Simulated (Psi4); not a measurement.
Single-point calculation, with input and output: C2H4O2 (charge −1) (part 2 of 2)

C2H4O2, charge −1, multiplicity 2; B3LYP/6-31G*, UKS (Psi4 1.11). The geometry is that of the parent species in another charge or spin state. The geometry comes from this level: PBE0-D4/def2-TZVP.

Geometry of the input (Å):
```
C  0.0125  1.0140  -0.1137
O  0.0657  -0.0917  0.7876
C  0.0165  -1.2918  0.2167
O  -0.0662  -1.5047  -0.9572
H  -0.9165  0.9961  -0.6849
H  0.0625  1.9054  0.5066
H  0.8539  0.9817  -0.8069
H  0.0640  -2.0661  0.9961
```

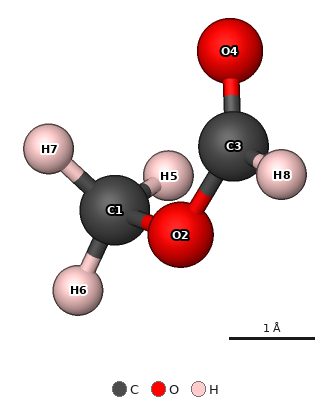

Fig. 1: The structure (ball-and-stick view, seen at a tilt; atoms are numbered from 1 in the order of the input).

**Log, continued**
```
 ------------------------------------------------------------------------------------

	total time  =         19 seconds =       0.32 minutes

Properties will be evaluated at   0.000000,   0.000000,   0.000000 [a0]
OEProp: No title given, name of density matrix used for the following properties is 'SCF alpha density'
  Mulliken Charges: (a.u.)
   Center  Symbol    Alpha    Beta     Spin     Total
       1     C     3.06623  3.07105 -0.00482 -0.13728
       2     O     4.23726  4.20975  0.02751 -0.44702
       3     C     3.32072  2.62211  0.69861  0.05717
       4     O     4.44569  4.16232  0.28337 -0.60801
       5     H     0.47360  0.44696  0.02664  0.07944
       6     H     0.46976  0.47195 -0.00219  0.05828
       7     H     0.47356  0.44696  0.02661  0.07948
       8     H     0.51317  0.56890 -0.05573 -0.08206

   Total alpha = 17.00000, Total beta = 16.00000, Total charge = -1.00000

  Mayer Bond Indices:

  Total Bond Index:
  Irrep: 1 Size: 8 x 8

                 1                   2                   3                   4                   5

    1     0.00000000000000     1.01081158880555     0.00585618733170     0.04924816578369     0.91233363860503
    2     1.01081158880555     0.00000000000000     0.89204728153440     0.01002879364822     0.01659216154479
    3     0.00585618733170     0.89204728153440     0.00000000000000     1.65753156292775     0.02693763518408
    4     0.04924816578369     0.01002879364822     1.65753156292775     0.00000000000000     0.01635534963586
    5     0.91233363860503     0.01659216154479     0.02693763518408     0.01635534963586     0.00000000000000
    6     0.95524729550889    -0.00740020206530     0.00737192287393     0.00965378666861    -0.01270774868554
    7     0.91237647623610     0.01657138574017     0.02690600678008     0.01634748926596    -0.01291785945268
    8     0.02519312120572    -0.01244295772471     0.89947651877511     0.02387515094870     0.00037323781538

                 6                   7                   8

    1     0.95524729550889     0.91237647623610     0.02519312120572
    2    -0.00740020206530     0.01657138574017    -0.01244295772471
    3     0.00737192287393     0.02690600678008     0.89947651877511
    4     0.00965378666861     0.01634748926596     0.02387515094870
    5    -0.01270774868554    -0.01291785945268     0.00037323781538
    6     0.00000000000000    -0.01270884880292     0.00030582893015
    7    -0.01270884880292     0.00000000000000     0.00037348479079
    8     0.00030582893015     0.00037348479079     0.00000000000000

  Alpha Contribution:
  Irrep: 1 Size: 8 x 8

                 1                   2                   3                   4                   5

    1     0.00000000000000     0.51803562237710     0.00297253277528     0.02557215215677     0.44329194179395
    2     0.51803562237710     0.00000000000000     0.39458904828723    -0.00818178504291     0.01229766701814
    3     0.00297253277528     0.39458904828723     0.00000000000000     0.60424412907039     0.02578753608420
    4     0.02557215215677    -0.00818178504291     0.60424412907039     0.00000000000000     0.00546988571001
    5     0.44329194179395     0.01229766701814     0.02578753608420     0.00546988571001     0.00000000000000
    6     0.47790090404623    -0.00369294750381     0.00370579254655     0.00452921848942    -0.00635442491785
    7     0.44333032210329     0.01228256433551     0.02575581998228     0.00546406160705    -0.00627939375321
    8     0.01218001212056    -0.00589013568467     0.45543697431828     0.01175107940190     0.00018146176056

                 6                   7                   8

    1     0.47790090404623     0.44333032210329     0.01218001212056
    2    -0.00369294750381     0.01228256433551    -0.00589013568467
    3     0.00370579254655     0.02575581998228     0.45543697431828
    4     0.00452921848942     0.00546406160705     0.01175107940190
    5    -0.00635442491785    -0.00627939375321     0.00018146176056
    6     0.00000000000000    -0.00635476425381     0.00018697255578
    7    -0.00635476425381     0.00000000000000     0.00018187355040
    8     0.00018697255578     0.00018187355040     0.00000000000000

  Beta Contribution:
  Irrep: 1 Size: 8 x 8

                 1                   2                   3                   4                   5

    1     0.00000000000000     0.49277596642846     0.00288365455642     0.02367601362691     0.46904169681109
    2     0.49277596642846     0.00000000000000     0.49745823324717     0.01821057869113     0.00429449452665
    3     0.00288365455642     0.49745823324717     0.00000000000000     1.05328743385737     0.00115009909988
    4     0.02367601362691     0.01821057869113     1.05328743385737     0.00000000000000     0.01088546392586
    5     0.46904169681109     0.00429449452665     0.00115009909988     0.01088546392586     0.00000000000000
    6     0.47734639146266    -0.00370725456149     0.00366613032739     0.00512456817919    -0.00635332376769
    7     0.46904615413281     0.00428882140466     0.00115018679780     0.01088342765891    -0.00663846569947
    8     0.01301310908516    -0.00655282204004     0.44403954445683     0.01212407154680     0.00019177605482

                 6                   7                   8

    1     0.47734639146266     0.46904615413281     0.01301310908516
    2    -0.00370725456149     0.00428882140466    -0.00655282204004
    3     0.00366613032739     0.00115018679780     0.44403954445683
    4     0.00512456817919     0.01088342765891     0.01212407154680
    5    -0.00635332376769    -0.00663846569947     0.00019177605482
    6     0.00000000000000    -0.00635408454912     0.00011885637437
    7    -0.00635408454912     0.00000000000000     0.00019161124039
    8     0.00011885637437     0.00019161124039     0.00000000000000

  Atomic Valences:

 #  #
 Irrep: 1
      1:    3.871066473476698
      2:    1.926208051483123
      3:    3.516127115407060
      4:    1.783040298878798
      5:    0.946966414646936
      6:    0.939762034427829
      7:    0.946948134557489
      8:    0.937154384741151

  Wiberg Bond Indices using Orthogonal Lowdin Orbitals:

  Total Bond Index:
  Irrep: 1 Size: 8 x 8

                 1                   2                   3                   4                   5

    1     0.00000000000000     1.18388927323279     0.08365128414339     0.05144312792376     0.92979632136185
    2     1.18388927323279     0.00000000000000     1.28061743983552     0.14732334255206     0.04640113551632
    3     0.08365128414339     1.28061743983552     0.00000000000000     2.06782105339337     0.01999656172607
    4     0.05144312792376     0.14732334255206     2.06782105339337     0.00000000000000     0.01134712983577
    5     0.92979632136185     0.04640113551632     0.01999656172607     0.01134712983577     0.00000000000000
    6     0.95905736958076     0.02554164855588     0.00946208556090     0.00644357361973     0.00771418365920
    7     0.92982499431284     0.04639052931298     0.01997901485924     0.01134087442084     0.00587345710873
    8     0.02560308313743     0.03835183496756     0.88327752152156     0.06783164844557     0.00069542877794

                 6                   7                   8

    1     0.95905736958076     0.92982499431284     0.02560308313743
    2     0.02554164855588     0.04639052931298     0.03835183496756
    3     0.00946208556090     0.01997901485924     0.88327752152156
    4     0.00644357361973     0.01134087442084     0.06783164844557
    5     0.00771418365920     0.00587345710873     0.00069542877794
    6     0.00000000000000     0.00771385081612     0.00009658354940
    7     0.00771385081612     0.00000000000000     0.00069558267857
    8     0.00009658354940     0.00069558267857     0.00000000000000

  Alpha Contribution:
  Irrep: 1 Size: 8 x 8

                 1                   2                   3                   4                   5

    1     0.00000000000000     0.60194608711749     0.05146206666697     0.02587404981703     0.45756529622262
    2     0.60194608711749     0.00000000000000     0.61835074505513     0.05609102451804     0.02818857590714
    3     0.05146206666697     0.61835074505513     0.00000000000000     0.89288212617767     0.01623139070510
    4     0.02587404981703     0.05609102451804     0.89288212617767     0.00000000000000     0.00516902365337
    5     0.45756529622262     0.02818857590714     0.01623139070510     0.00516902365337     0.00000000000000
    6     0.47960710306635     0.01273938851703     0.00476430012861     0.00303179443287     0.00384706436888
    7     0.45758974333598     0.02817954242088     0.01621410030991     0.00516391349028     0.00245734662212
    8     0.01267360265953     0.01951025533870     0.44133367717144     0.03366922236221     0.00034760471816

                 6                   7                   8

    1     0.47960710306635     0.45758974333598     0.01267360265953
    2     0.01273938851703     0.02817954242088     0.01951025533870
    3     0.00476430012861     0.01621410030991     0.44133367717144
    4     0.00303179443287     0.00516391349028     0.03366922236221
    5     0.00384706436888     0.00245734662212     0.00034760471816
    6     0.00000000000000     0.00384651725095     0.00005309594780
    7     0.00384651725095     0.00000000000000     0.00034791124662
    8     0.00005309594780     0.00034791124662     0.00000000000000

  Beta Contribution:
  Irrep: 1 Size: 8 x 8

                 1                   2                   3                   4                   5

    1     0.00000000000000     0.58194318611530     0.03218921747642     0.02556907810673     0.47223102513923
    2     0.58194318611530     0.00000000000000     0.66226669478039     0.09123231803402     0.01821255960918
    3     0.03218921747642     0.66226669478039     0.00000000000000     1.17493892721569     0.00376517102096
    4     0.02556907810673     0.09123231803402     1.17493892721569     0.00000000000000     0.00617810618240
    5     0.47223102513923     0.01821255960918     0.00376517102096     0.00617810618240     0.00000000000000
    6     0.47945026651441     0.01280226003884     0.00469778543229     0.00341177918686     0.00386711929031
    7     0.47223525097686     0.01821098689210     0.00376491454934     0.00617696093056     0.00341611048662
    8     0.01292948047789     0.01884157962886     0.44194384435012     0.03416242608336     0.00034782405979

                 6                   7                   8

    1     0.47945026651441     0.47223525097686     0.01292948047789
    2     0.01280226003884     0.01821098689210     0.01884157962886
    3     0.00469778543229     0.00376491454934     0.44194384435012
    4     0.00341177918686     0.00617696093056     0.03416242608336
    5     0.00386711929031     0.00341611048662     0.00034782405979
    6     0.00000000000000     0.00386733356517     0.00004348760160
    7     0.00386733356517     0.00000000000000     0.00034767143195
    8     0.00004348760160     0.00034767143195     0.00000000000000

  Atomic Valences:

 #  #
 Irrep: 1
      1:    4.163265453692818
      2:    2.768515203973096
      3:    4.364804961040039
      4:    2.363550750191103
      5:    1.021824217985880
      6:    1.016029295341985
      7:    1.021818303509333
      8:    1.016551683078030

    Psi4 run time: 0:00:18.58
```

**Key numbers**

```tsv
quantity	value
outcome	converged
total energy	−228.940830 hartree
basis functions	64
⟨S²⟩	0.753
hardware	1 thread of Intel Xeon (Sapphire Rapids), 64 GiB of memory available, shared host
wall time	20 s
peak memory	1 GiB
```

**Remarks**

The record of the run, not the program, notes: unbound anion.
